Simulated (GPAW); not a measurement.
Consider Mg3VO4 (Pm-3m).

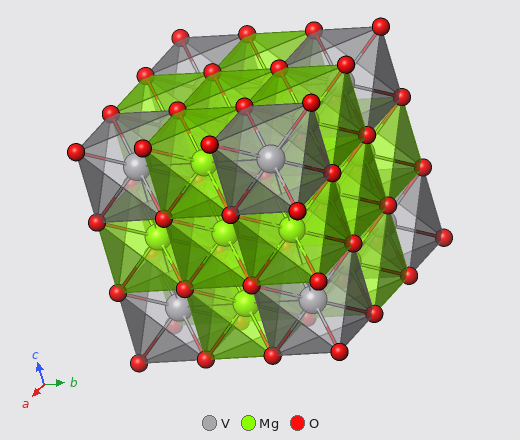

The structure (vanadium grey, magnesium green, oxygen red). Some periodic images of atoms are drawn too.

```xyz
16
Lattice="4.3091 4.3091 0.0000 0.0000 4.3091 4.3091 4.3091 0.0000 4.3091" Properties=species:S:1:pos:R:3 pbc="T T T"
V     0.0000    0.0000    0.0000
V     4.3091    4.3091    4.3091
Mg    2.1546    2.1546    0.0000
Mg    2.1546    2.1546    4.3091
Mg    2.1546    0.0000    2.1546
Mg    2.1546    4.3091    2.1546
Mg    0.0000    2.1546    2.1546
Mg    4.3091    2.1546    2.1546
O     4.3091    2.1546    4.3091
O     4.3091    6.4637    4.3091
O     4.3091    4.3091    2.1546
O     4.3091    4.3091    6.4637
O     2.1546    2.1546    2.1546
O     6.4637    6.4637    6.4637
O     2.1546    4.3091    4.3091
O     6.4637    4.3091    4.3091
```

Absorber: atom 13, with 6 Mg at 2.15 Å (octahedral, site symmetry m-3m). Method: GPAW, LDA + U (V 3 eV), full core hole (charged cell), 16-atom cell with 6.1 Å between holes, 4×4×4 k points, dipole transitions, Gaussian full width 0.9 eV up to 4 eV, rising linearly to 3.5 eV at 25 eV.

Q: What does the O K edge look like?

Main maxima up to 24 eV above the zero (height): 5.1 eV (3.04), 7.2 eV (2.91), 14.9 eV (0.82) and 22.0 eV (1.27). A K edge sees empty p states on the absorber. The total-energy difference plus the lowest empty eigenvalue puts the zero at 526.33 eV. The functional and the charged cell's background leave an error in such absolute values: in the free atom LDA prices this hole 4.1 eV below PBE (computed apart), and PBE is itself good to a few eV.

The O K spectrum (energy from the lowest empty level; intensity scaled to a mean of 1 over the first 20 eV):

| E (eV) | intensity |
| --- | --- |
| -2.0 | 0.00 |
| -0.5 | 0.00 |
| 1.0 | 0.12 |
| 2.5 | 0.67 |
| 4.0 | 1.95 |
| 5.5 | 2.81 |
| 7.0 | 2.83 |
| 8.5 | 0.93 |
| 10.0 | 0.33 |
| 11.5 | 0.29 |
| 13.0 | 0.62 |
| 14.5 | 0.82 |
| 16.0 | 0.74 |
| 17.5 | 0.49 |
| 19.0 | 0.62 |
| 20.5 | 1.07 |
| 22.0 | 1.27 |
| 23.5 | 1.12 |
| 25.0 | 0.78 |
| 26.5 | 0.46 |
| 28.0 | 0.37 |
| 29.5 | 0.49 |
| 31.0 | 0.66 |

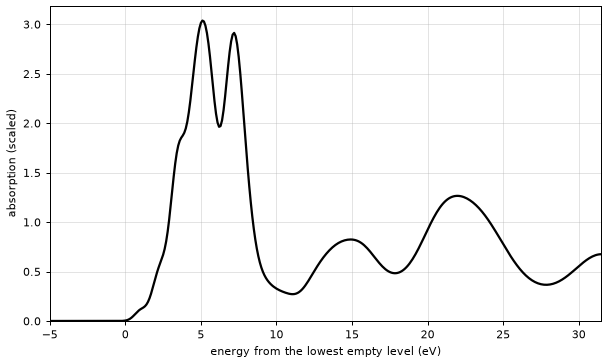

The O K edge.

The hole lies in one spin channel, while the script sums the empty states of both and takes the lower zero; where the two channels are split, this blurs and shifts the curve. The crystal has 2 inequivalent O sites and not all are shown here, while a measurement adds them all. The spins start antiferromagnetically in a simple order, which needn't be the measured one; gap and edge can depend on it. The holes are only 6.1 Å apart, so the shape is probably not converged with cell size; no larger cell was run here. The mesh is coarse (0.32 Å⁻¹ between points), so small maxima may be mesh ripples. Lifetime broadening is put in by hand, and intensities beyond about 20 eV depend on it and on the partial waves. The structure is a computed Materials Project entry and may be a hypothetical form.

[Banner, clock and machine lines of the logs are left out without a mark of their own.]

[Logs are printed without paths, hosts, clocks, repeated set-up lines and the standing remarks that a program may print on its own settings, such as how far it seeks lower states.]

[Hosts, paths, dates, database ids (printed as entryN), source tags and the programs' standing remarks are cut or masked in the printed files.]

[Lists of maxima count a maximum above −3 eV only where it reaches 4 % of the highest in the window and stands out from its surroundings by 2 % of it (1.5 % where it reaches 55 %); shoulders and weaker maxima are passed over, and of the rest the first, up to two pre-edge ones and the few strongest are named.]
